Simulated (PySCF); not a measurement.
## Electronic structure of AsCl₃GaH₃ (Ga(AsH3)Cl3) in real space

The calculation's input:

```
{"job": {"kind": "uv", "xc": "CAM-B3LYP", "basis": "def2-SVPD", "ip": true, "nstates": 15}, "charge": 0, "multiplicity": 1}
Ga     0.039046    -0.002496    -1.433934
As     0.015769    -0.015805     1.144933
H      0.706537     1.105108     1.876157
H      0.622765    -1.194536     1.860081
H     -1.325746     0.028207     1.828235
Cl     2.164864    -0.005577    -1.797088
Cl    -1.040661     1.831258    -1.776242
Cl    -1.044354    -1.831819    -1.785831
```

Run with:

```sh
OMP_NUM_THREADS=1 python probes_run.py task.json out
```

Geometry: PBE0-D3(BJ)/def2-SVP.

The calculation used PySCF, CAM-B3LYP/def2-SVPD, SCF density, gas phase.

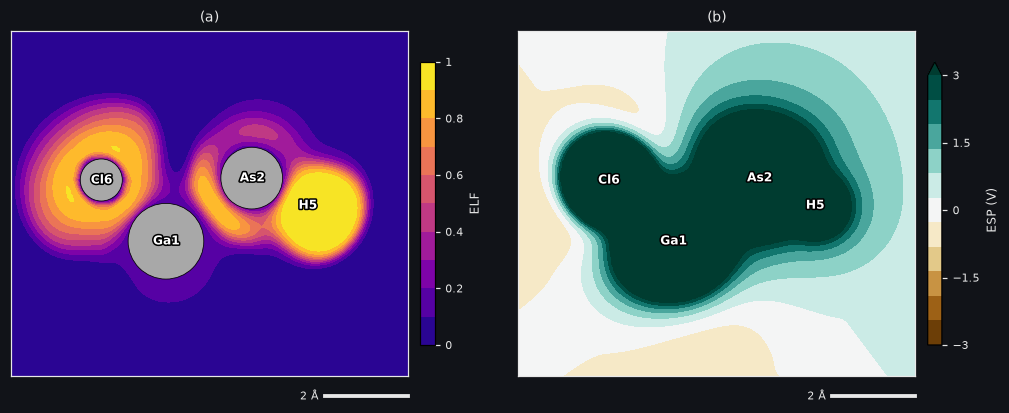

Figure 1. (a) ELF; (b) molecular electrostatic potential on the plane of atoms As2, Ga1 and Cl6. Grey discs cover the atomic cores in the ELF map.

**What does the map show?**

Atoms in the plane: Ga, As, H and Cl. Ga–Cl (2.16 Å): the ELF peaks at about 0.85 in the valence shell of Cl, 0.9 Å from its nucleus, and is about 0.60 at the midpoint. Ga–As (2.58 Å): the ELF peaks at about 0.90 between the atoms; a shared electron pair. As–H (1.51 Å): the ELF climbs to about 1 towards the hydrogen, as it does in any bond to H. The ELF also peaks beside Cl6, away from the bonds: lone-pair regions. Outside the dense part of the molecule the potential is most negative (−0.7 V) near Cl6.

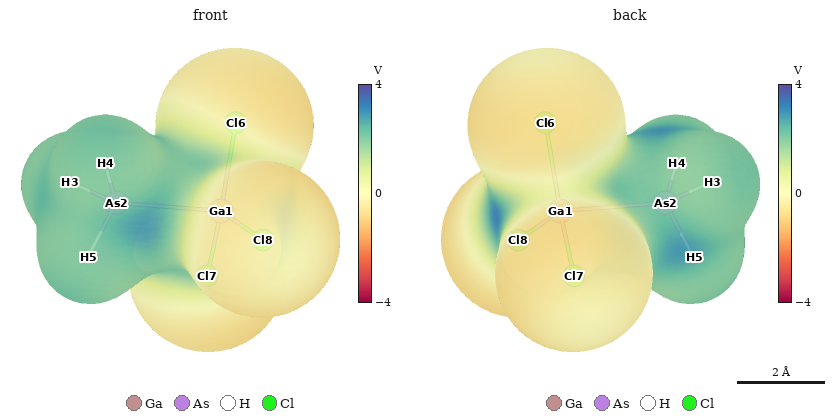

Figure 2. The molecular electrostatic potential painted on the density surface at 0.004 e/bohr³, seen from the front and from behind; red is negative and blue positive.

**Where is the surface potential most negative and most positive?**

The most negative region (about −0.8 V, or −18 kcal/mol for a unit charge) lies over Cl6, Cl7 and Cl8, the most positive (about +3.0 V, or +69 kcal/mol for a unit charge) over Ga1 and As2.
